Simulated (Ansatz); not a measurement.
The figure comes from a scan of La2O3 (A-La2O3 type, space group P-3m1): a phonon pattern at A = (0.0, 0.0, 0.5) is frozen into a 10-atom cell, Q being the largest atomic displacement. All values below come from PBE (plane waves to 420 eV, PAW, scalar-relativistic; Ansatz, a first-principles code). k mesh 10×10×3 (Γ-centred), Fermi-Dirac smearing 0.05 eV. La2O3 is run without spin polarisation. La2O3 was relaxed with its symmetry unable to fall. 

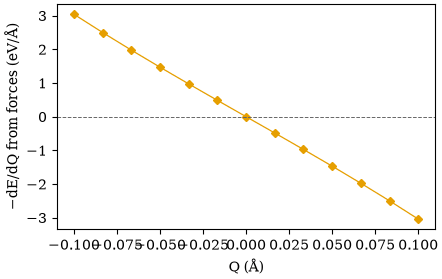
Figure: −dE/dQ from forces (eV/Å) against Q (Å); markers are the computed points, lines only join them.

Q: Turn the plot into a table (rounded to what can be read).

A: To the nearest 0.1:

```
Q (Å)   −dE/dQ from forces (eV/Å)
------  -------------------------
-0.100                        3.0
-0.083                        2.5
-0.067                        2.0
-0.050                        1.5
-0.033                        1.0
-0.017                        0.5
0.000                         0.0
0.017                        -0.5
0.033                        -1.0
0.050                        -1.5
0.067                        -2.0
0.083                        -2.5
0.100                        -3.0
```

(A displaced cell: forces are minus the slopes of the energy, force constants its curvatures, and phonons follow from these.)
